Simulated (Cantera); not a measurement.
Input: 1 mol MgCl2, 5.4 mol H2O, 2.3 mol H2, 0.69 mol O2, equilibrated at 0.0133 bar.

Cantera equilibrium calculation (NASA polynomials, part measured and part estimated; ideal gas, pure solids and liquids). Candidate condensed phases: H2O, Mg, MgCl2, MgO, Mg(OH)2; 22 gas species. Condensed phases not in the tables: MgOHCl. The numbers say what is thermodynamically allowed, not how fast it happens.

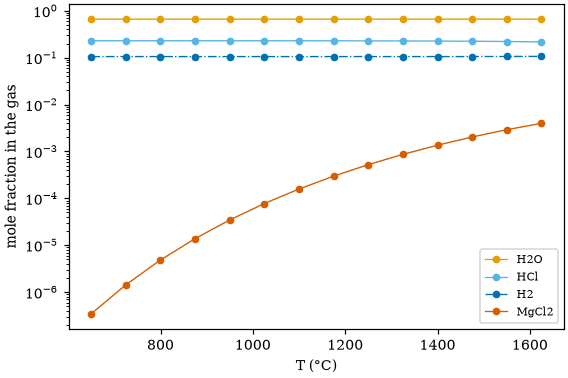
*Equilibrium gas composition (values under 1e-9 drawn at 1e-9)*

Question: Read off the mole fractions at 875 °C.

Answer: H2O about 0.66, HCl about 0.23, H2 about 0.11, MgCl2 about 1.4e-5.
